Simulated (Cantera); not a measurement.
Input: 1 mol SiH₂Cl₂, 0.29 mol N₂, 52 mol H₂, at 1373 K.

Cantera equilibrium calculation (NASA polynomials, part measured and part estimated; ideal gas, pure solids and liquids). Candidate condensed phases: NH₄Cl, Si, Si₃N₄; 28 gas species. N₂ is the only nitrogen source here; it is nearly inert below about 1500 K, so the nitride shown seldom forms there in practice. Mutual solubility and eutectic melting of coexisting phases are not modelled. The tables' values for SiCl₃ are old estimates; treat these amounts as uncertain. Equilibrium is a limit: real reactors are often held back by kinetics, nucleation or transport.

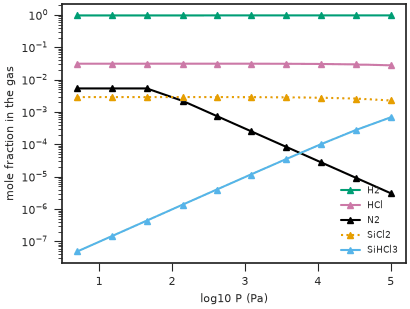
*Equilibrium gas composition (values under 1e-9 drawn at 1e-9)*

From 5.00e-5 bar to 0.000450 bar the condensed part is Si(s). From 0.00140 bar to 1.00 bar the condensed part is Si(s) + Si₃N₄(s). The main Si-bearing gas is SiCl₂ throughout.
